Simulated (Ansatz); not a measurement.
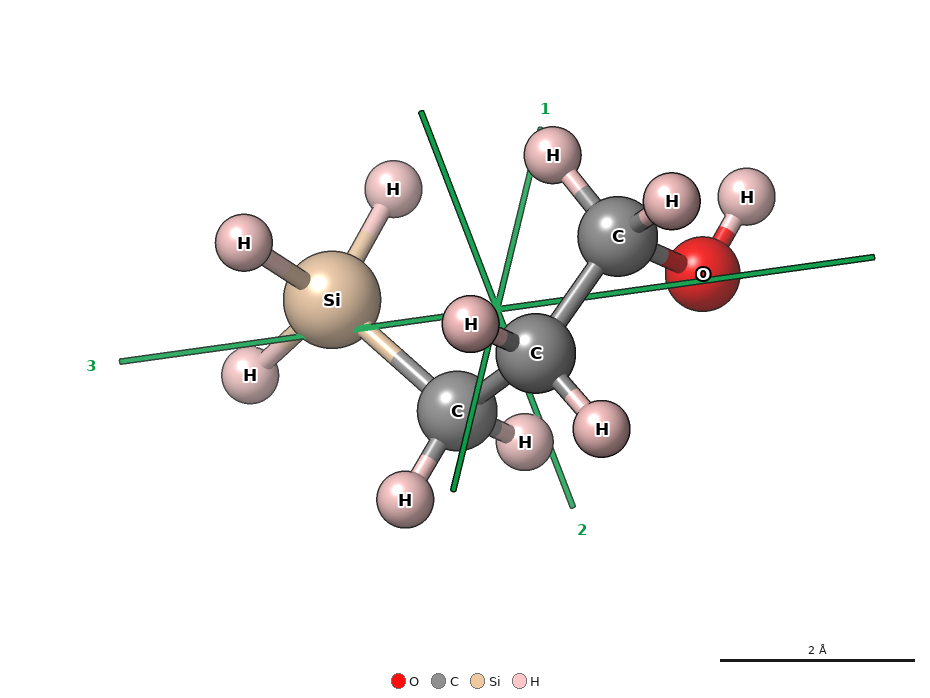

The three principal axes of inertia are drawn and numbered. Depth is shown by fading: the farther an atom, the more it takes the colour of the background. The computed structure is the end point of a PBE-D4/def2-SVP optimisation. No frequency run is at hand to confirm it as a minimum. Masses are those of the most abundant isotopes; constants are for the rigid equilibrium geometry.

Which line is the a axis (least moment of inertia), which b and which c?

Answer. a is line 3, b is line 1, c is line 2; the moments are 77.4, 250, 274 u Å².

Classify the rotor and give the rotational constants (cm⁻¹).

Answer. An asymmetric top (C1): A = 0.218, B = 0.0673, C = 0.0615 cm⁻¹. Ray's parameter κ is −0.93, close to the prolate limit.
